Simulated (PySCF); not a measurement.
# InFCl: relaxation and vibrations of the doublet

Where does doublet InFCl go from a linear start, is the end point a minimum, and what are its modes, charges and moments?

The runs use PySCF 2.14.0; PBE0, basis In def2-TZVP with ECP28, F def2-TZVP, Cl def2-TZVP, scalar-relativistic core potentials, no spin–orbit coupling, density fitting.

### 1 Where the work starts

3 atoms, charge 0, spin multiplicity 2.

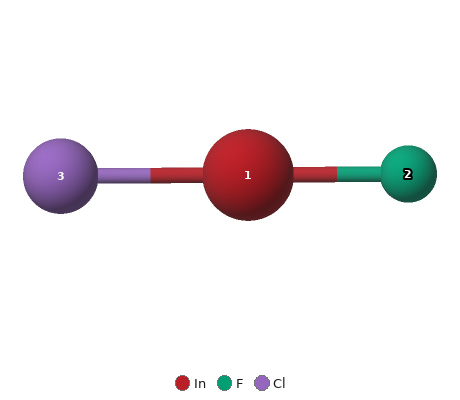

As it starts; indium red, fluorine teal, chlorine purple; atoms are numbered from 1 in the order of the file.

Z-matrix (Å, degrees; charge 0 multiplicity 2):
```
In
F  1 2.0600
Cl 1 2.4100 2 180.00
```

### 2 First SCF at the start

The steps below are one call of a driver around PySCF. For each, scf.py gives the equivalent set-up of the SCF; relaxations use the driver's own optimiser. After this first run the driver tries any further starts and a stability analysis.

File scf.py:

```python
from pyscf import gto, scf, dft
mol = gto.M(atom='''
In     0.000000     0.000000     0.000000
F      0.000000     0.000000    -2.060000
Cl     0.000000     0.000000     2.410000''',
    basis={'In': 'def2-TZVP', 'F': 'def2-TZVP', 'Cl': 'def2-TZVP'},
    ecp={'In': 'def2-TZVP'},
    charge=0, spin=1)
mf = dft.UKS(mol, xc='PBE0')
mf.grids.atom_grid = (50, 194)
aux = {'In': 'def2-universal-JKFIT', 'F': 'def2-universal-JKFIT', 'Cl': 'def2-universal-JKFIT'}
mf = mf.density_fit(auxbasis=aux)
mf.conv_tol = 1e-08
mf.diis_space = 10
mf.max_cycle = 60
mf.init_guess = 'minao'
mf.verbose = 4
mf.kernel()
```

The run is started by

```
> OMP_NUM_THREADS=4 python axn.py task.json out
```

After this run come: Relaxing the doublet from the linear start; Is it a minimum? Harmonic modes; Following the imaginary mode; Vibrations and properties at this point.

What does the calculation give? Wanted: minimum; geometry; wavenumbers; dipole moment; highest occupied, lowest empty level; polar-tensor charge of In1; zero-point energy; atomisation energy; ⟨S²⟩.

As calculated:

| quantity | value |
| --- | --- |
| minimum | doublet, Cs |
| geometry | In–Cl 2.351 Å, In–F 1.958 Å; Cl–In–F 118.3° |
| wavenumbers (cm⁻¹) | 103 (a'), 336 (a'), 563 (a') |
| dipole moment | 2.89 D |
| highest occupied, lowest empty level (either spin) | -7.36, -4.54 eV |
| polar-tensor charge of In1 | +1.14 e |
| zero-point energy | 6.0 kJ/mol |
| entropy at 298.15 K | 308.4 J/(mol K) |
| atomisation energy (no zero-point energy) | 700 kJ/mol |
| ⟨S²⟩ | 0.754 |

In words: From C∞v at the start the molecule goes to a Cs minimum, after a stop at a second-order saddle point 37.7 kJ/mol higher, from which it was pushed off along an imaginary mode. In the infrared the band at 563 cm⁻¹ (a', stretch) leads. Most of the spin sits on In1 (Mulliken spin 0.71, against 1 for the whole molecule). Other starts or spin states, not run here, may lie lower. With an element this heavy the missing spin–orbit coupling can shift these numbers.
